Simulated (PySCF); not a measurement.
**C$_{7}$H$_{9}$N$_{2}$ (SMILES C=C[CH]Cc1ncc[nH]1) (doublet): density, localisation and related maps**

```yaml
atoms:
  - { symbol: C, position_ang: [-3.2286, 0.7508, -0.4611] }
  - { symbol: C, position_ang: [-2.2695, 0.1031, 0.2705] }
  - { symbol: C, position_ang: [-1.2377, -0.6323, -0.2732] }
  - { symbol: C, position_ang: [-0.1681, -1.2785, 0.5336] }
  - { symbol: C, position_ang: [1.1356, -0.5800, 0.3120] }
  - { symbol: N, position_ang: [2.2890, -1.1454, 0.0795] }
  - { symbol: C, position_ang: [3.1856, -0.1324, -0.0576] }
  - { symbol: C, position_ang: [2.5609, 1.0709, 0.0873] }
  - { symbol: N, position_ang: [1.2468, 0.7755, 0.3247] }
  - { symbol: H, position_ang: [-3.2180, 0.7192, -1.5364] }
  - { symbol: H, position_ang: [-4.0198, 1.3032, 0.0106] }
  - { symbol: H, position_ang: [-2.3245, 0.1649, 1.3521] }
  - { symbol: H, position_ang: [-1.1522, -0.7087, -1.3473] }
  - { symbol: H, position_ang: [-0.4237, -1.2545, 1.5974] }
  - { symbol: H, position_ang: [-0.0231, -2.3195, 0.2352] }
  - { symbol: H, position_ang: [4.2184, -0.3392, -0.2510] }
  - { symbol: H, position_ang: [2.9235, 2.0766, 0.0426] }
  - { symbol: H, position_ang: [0.4968, 1.4326, 0.4640] }
```

Geometry: GFN2-xTB.

These are results of PySCF, UKS B3LYP, pcH-1 on C H N, non-relativistic, mean-field spin-orbit, GIAO, not measurements.

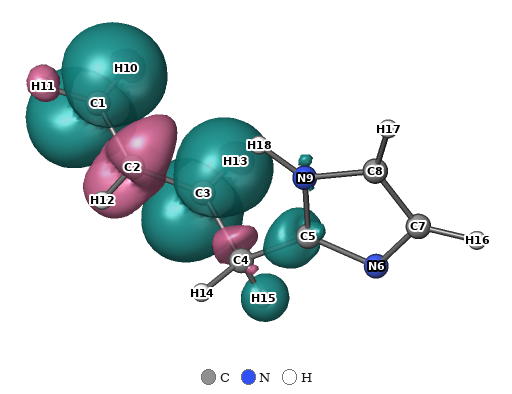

Figure 1. Isosurfaces of the spin density at +0.015 (teal) and −0.015 e/Å³ (pink), seen at a tilt.

Where is the unpaired spin?

The unpaired spin (1 electron) lies mostly on C1 (about 0.4) and C3 (about 0.4), in electrons by Hirshfeld's partition.

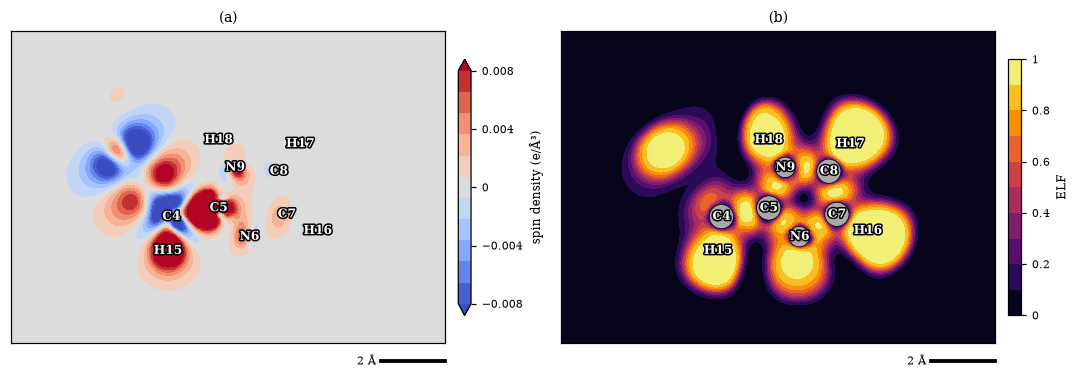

Figure 2. (a) spin density; (b) electron localisation function on the plane of atoms C5, N9 and C8. Grey discs cover the atomic cores in the ELF map.

What does the map show?

The plane passes through C, N and H nuclei.
C–N (1.31 Å): the ELF peaks at about 0.90 between the atoms, as expected for localised, covalent bonding.
C–C (1.36 Å): the ELF peaks at about 0.95 between the atoms, as expected for localised, covalent bonding.
N–H (1.01 Å): the ELF climbs to about 1 towards the hydrogen, as it does in any bond to H: an ordinary covalent bond to hydrogen.
C–N (1.36 Å): the ELF peaks at about 0.90 between the atoms; localised, covalent bonding.
C–C (1.50 Å): the ELF peaks at about 0.95 between the atoms: a shared electron pair.
The ELF also peaks beside N6, away from the bonds: non-bonding electrons, paired or unpaired.

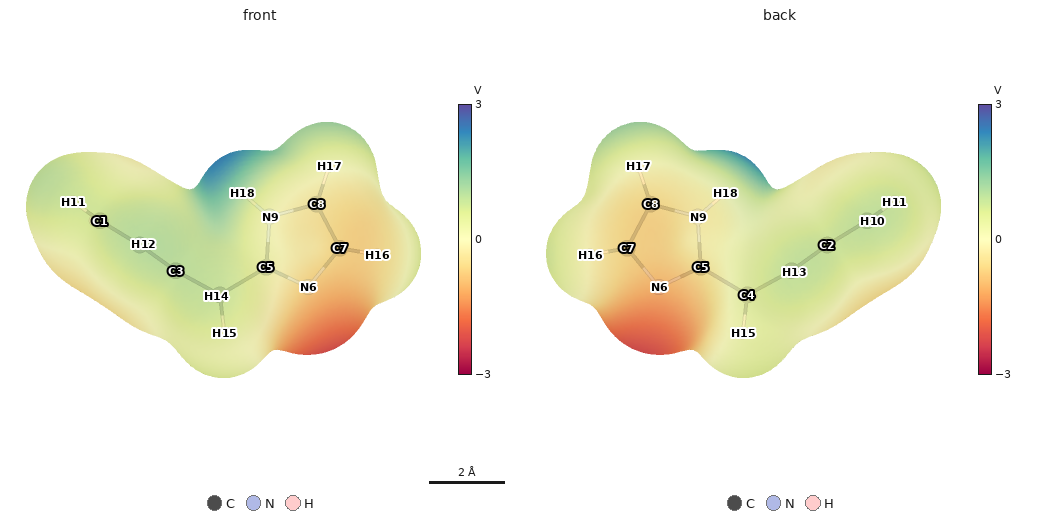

Figure 3. The molecular electrostatic potential painted on the density surface at 0.002 e/bohr³, seen from the front and from behind; the colour scale runs from red (negative) to blue (positive).

Which sites attract a positive test charge, and which a negative one?

A positive charge is drawn to the negative regions and a negative charge to the positive ones. The most negative region (about −2.2 V, or −51 kcal/mol for a unit charge) lies over N6, the most positive (about +2.3 V, or +53 kcal/mol for a unit charge) over H18. N6 is the likeliest acceptor of a hydrogen bond.
